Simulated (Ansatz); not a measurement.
**HF/STO-3G run of H2O (water)**

What is the electronic atomisation energy of H2O (water) at HF/STO-3G? 

The calculation is run with Ansatz 0.2.0.

24 further runs of the same task are left out: 24 set aside as unsound or not needed.

### 1 Starting point

H2O has 3 atoms, charge 0, and is taken as a singlet. SMILES: `O`. The shape is that of a PBE0-D4/def2-TZVP optimisation.

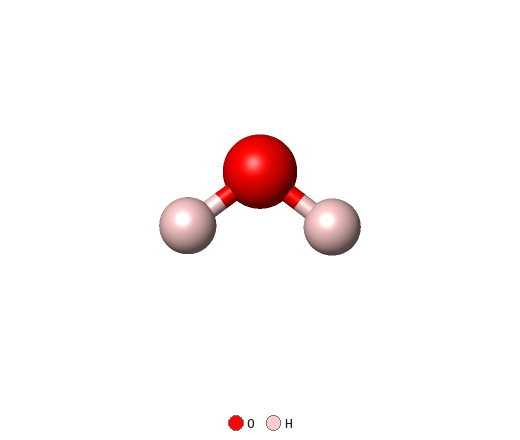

Viewed from a chosen angle; oxygen red, hydrogen pink.

### 2 A single-point energy at HF/STO-3G

Contents of job.yaml:

```yaml
crystal:
  periodic: [false, false, false]
  atoms:
    - {symbol: O, position_ang: [-0.302700, 0.200200, -0.140600]}
    - {symbol: H, position_ang: [0.466500, 0.548400, 0.315300]}
    - {symbol: H, position_ang: [-0.163800, -0.748600, -0.174700]}
basis:
  gaussian:
    orbitals: STO-3G
accuracy: high
hamiltonian:
  xc: hf
output: {orbitals: {seedname: orbitals}}
```

Run with:

```
$ ansatz run job.yaml --threads 1 --pin off --max-ram 3480MiB --events-out events.jsonl --progress --plain --runs-dir runs
```

Standard output:

```text
Warning: RAYON_NUM_THREADS=1 ignored (pool sized by the plan → 1); use --threads N
Functional definition: HF
  name "HF"
  exchange = exact_x
  correlation = 0
92 factors; integrals over basis functions are off by at most 3.2e-8 eV
mean field evaluation 1: about -2038.7637 eV, gradient 1.8e1 eV
mean field evaluation 2: about -2038.7850 eV, gradient 1.8e1 eV
mean field evaluation 4: about -2039.8494 eV, gradient 4.3e-1 eV
mean field evaluation 8: about -2039.8491 eV, gradient 2.8e-5 eV
mean field -2039.84910538 eV, -74.9630719635 hartree, gradient 5.3e-8 eV, S^2 0.000000; 0 other end points of the search recorded, 0 dependent functions left out
reference -2039.84910538 eV, -74.9630719635 hartree; 5, 5 occupied and 2, 2 virtual orbitals, 92 factors
Total energy: -2039.84910538 eV, -74.9630719635 hartree
```

Wall time 0.04 s (1 thread of Arm Neoverse V2, shared host).

### 3 The H atom, same level

Contents of run.yaml:

```yaml
basis:
  gaussian:
    orbitals: STO-3G
crystal:
  periodic: [false, false, false]
  atoms:
    - {symbol: H, position_ang: [0.000000, 0.000000, 0.000000]}
magnetization:
  spin_polarized: true
  initial_magnetization: 1
hamiltonian:
  xc: hf
accuracy: high
```

Run the same way, it converges to -0.46658 Eh (log not shown).

### 4 The O atom

Contents of in.yaml:

```yaml
crystal:
  periodic: [false, false, false]
  atoms:
    - {symbol: O, position_ang: [0.000000, 0.000000, 0.000000]}
basis:
  gaussian: {orbitals: STO-3G}
accuracy: high
hamiltonian: {xc: hf}
magnetization: {spin_polarized: true, initial_magnetization: 2}
```

Run the same way, it converges to -73.80415 Eh (log not shown).

### 5 Outcome

At HF/STO-3G:

| quantity | value |
| --- | --- |
| molecule: total energy | -74.96307 Eh |
| molecule: HOMO energy | -10.63 eV |
| molecule: LUMO energy | 16.39 eV |
| molecule: HOMO–LUMO gap | 27.02 eV |
| H atom: total energy | -0.46658 Eh |
| H atom: ⟨S²⟩ | 0.750 |
| O atom: total energy | -73.80415 Eh |
| O atom: ⟨S²⟩ | 2.000 |
| electronic atomisation energy | 6.143 eV |

Taking the molecule apart into free atoms costs 6.14 eV (142 kcal/mol), before zero-point energy and without spin-orbit coupling. Hartree–Fock lacks the correlation of the bonding pairs, which as a rule makes this value much too low; in minimal bases other errors can mask that. In a minimal basis such a difference can be off by several eV, whatever the method.
